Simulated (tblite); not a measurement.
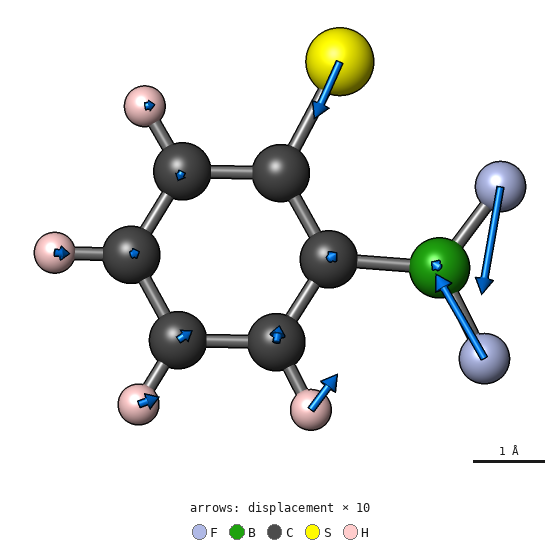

This is a relaxation of C₆H₄BF₂S (multiplicity 2). The starting structure is drawn; blue arrows show the displacements, 10 times their true length. The two geometries are superimposed by the best rigid fit.

Style: ball-and-stick. Shown face on.

These are results of tblite, GFN2-xTB geometry optimisation, gas phase, not measurements. 

Question: What did the optimiser do to the structure, and how much energy did it gain?

Answer: Over 24 geometry steps the energy falls by 16.9 kcal/mol. The atom that moves furthest after the best rigid fit is an F atom (0.16 Å). Largest moves by element: F 0.16 Å, S 0.09 Å, H 0.07 Å, C 0.03 Å, B 0.02 Å. Near-neighbour distances that change, for instance: B–F 1.453 → 1.316 Å, C–S 1.808 → 1.717 Å, C–C 1.403 → 1.377 Å, B–C 1.581 → 1.556 Å. Among the angles between lasting bonds that change: F–B–F 117.3° → 113.6°, F–B–C 122.3° → 125.9°, C–C–H 121.0° → 118.1°.
